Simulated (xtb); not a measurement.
# Geometry relaxation, with input and output: C3H9AsOSi (part 4 of 4)

The same run, continued: C3H9AsOSi, SMILES C1C[AsH][SiH2]CO1; GFN2-xTB (xtb 6.7.1 later snapshot). 

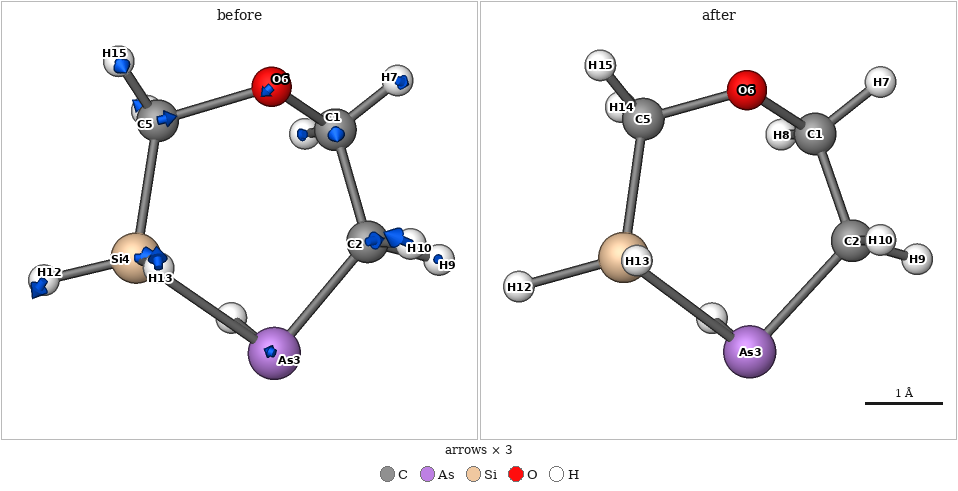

Figure 1. Before (left) and after (right) the relaxation, at one scale (ball-and-stick view, seen at a tilt). The blue arrows give the displacements, magnified 3 times. The energy falls by 44.7 kcal/mol in 12 geometry steps. The atom that moves furthest after the best rigid fit is H10 (0.17 Å). Largest moves by element: H 0.17 Å, Si 0.13 Å, C 0.10 Å, O 0.07 Å, As 0.06 Å. Among the contacts that change: Si4–H12 1.266 → 1.470 Å, Si4–H13 1.624 → 1.470 Å, C5–O6 1.569 → 1.423 Å, C1–H8 0.990 → 1.104 Å. Among the angles that change: H9–C2–H10 92.3° → 107.1°, O6–C5–H14 100.9° → 109.4°, As3–Si4–H13 102.9° → 111.3°. (Atoms are counted from 1 in the order of the input.)

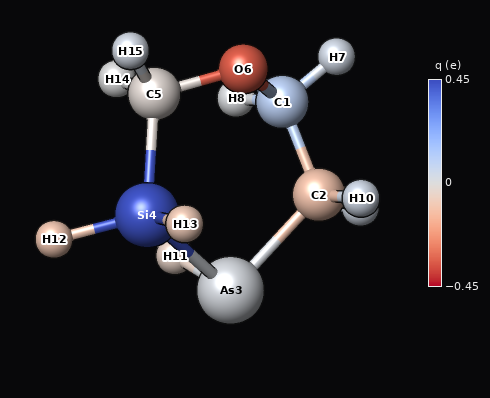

Figure 2. Mulliken charges, as the colour of each atom (ball-and-stick view, seen at a tilt; atoms are numbered from 1 in the order of the input). By element: C −0.11 to +0.10, As +0.02, Si +0.43, O −0.34 and H −0.10 to +0.04 e.

This output came from the following input.

**Input (struc.xyz)**
```
15
C3H9AsOSi
C      0.81397000     0.74179000    -1.02074000
C      1.56525000     0.31649000     0.33954000
As     1.09697000    -1.32221000     1.22013000
Si    -1.26416000    -0.82032000     1.12610000
C     -1.53302000     0.17986000    -0.44759000
O     -0.44083000     1.28581000    -0.66478000
H      1.25709000     1.60937000    -1.40279000
H      0.77465000    -0.03071000    -1.63801000
H      2.69047000     0.21412000    -0.01608000
H      1.79403000     1.09136000     0.97544000
H      0.87623000    -2.13464000    -0.09878000
H     -2.14135000    -1.73094000     1.17915000
H     -1.46785000     0.19878000     2.37398000
H     -1.36241000    -0.45126000    -1.31969000
H     -2.43307000     0.73860000    -0.58737000
```

**File xtb.inp**
```
$chrg 0
$spin 0
$opt
   engine=rf
$end
```

Launched with:
```bash
xtb --input xtb.inp -o tight --gfn 2 -P 1 -- struc.xyz | tee struc.out
```

**Results in brief**

| quantity | value |
| --- | --- |
| outcome | converged |
| electrons treated | 36 |
| total energy | −19.158627 hartree |
| dispersion energy | −0.012262 hartree |
| basis functions | 45 |
| HOMO | −9.79 eV |
| LUMO | −5.42 eV |
| dipole moment | 0.70 D |
| hardware | 1 thread of Arm Neoverse V2, 24 GiB of memory available, shared host |
| peak memory | 0.072 GiB |

**Remarks**

Settings chosen away from the usual ones: method = gfn2-xtb; task = optimise; x = {"opt_engine": "rf"}; opt_level = tight; partner = base.
